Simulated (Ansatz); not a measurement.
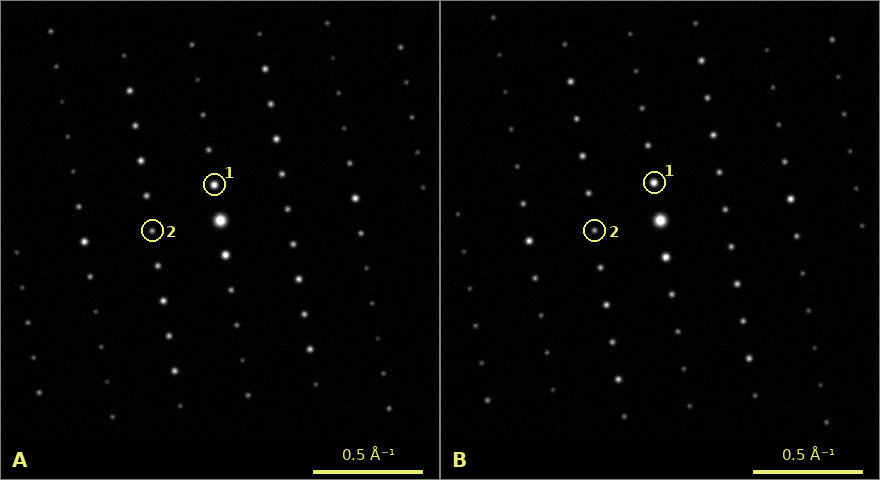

Kinematic electron diffraction patterns (300 kV, B = 0.5 Å², same scale) along [110] of the run's own cell, for the start and the end of one relaxation of NaP2 with DFT PBE, scalar-relativistic, plane waves, PAW (Ansatz). k mesh 8×8×6. The start is a generated model structure, and the relaxation ends in the nearest stationary point of its symmetry, not necessarily the ground state. Spot 1 is 0 0 -1 and spot 2 is -1 1 0 in both.

Start structure:

```yaml
crystal:
  lattice:
    - [4.46702, 0.00000, 0.00000]
    - [0.00000, 4.46702, 0.00000]
    - [0.00000, 0.00000, 6.10624]
  atoms:
    - { symbol: Na, position: [0.00000, 0.50000, 0.64288] }
    - { symbol: Na, position: [0.50000, 0.00000, 0.35712] }
    - { symbol: P, position: [0.00000, 0.00000, 0.00000] }
    - { symbol: P, position: [0.50000, 0.50000, 0.00000] }
    - { symbol: P, position: [0.00000, 0.50000, 0.15109] }
    - { symbol: P, position: [0.50000, 0.00000, 0.84891] }
```

**Which pattern belongs to the start structure, and which to the relaxed one?**

A is the start: its cell gives d(1) = 6.106 Å, d(2) = 3.159 Å and an angle of 90.0°. B is the relaxed structure, with d(1) = 5.748 Å (-5.9 %), d(2) = 3.272 Å (+3.6 %) and 90.0°.

**Summarise the relaxation behind the change.**

The volume changed by +1.0 % to 20.51 Å³ an atom; with the mean shift removed, the atoms moved by up to 0.08 Å relative to the cell (P most); the space group stayed P4/nmm (No. 129); the free energy fell by 28 meV an atom. Relaxed cell: a = 4.627 Å, b = 4.627 Å, c = 5.748 Å, α = 90.00°, β = 90.00°, γ = 90.00°.
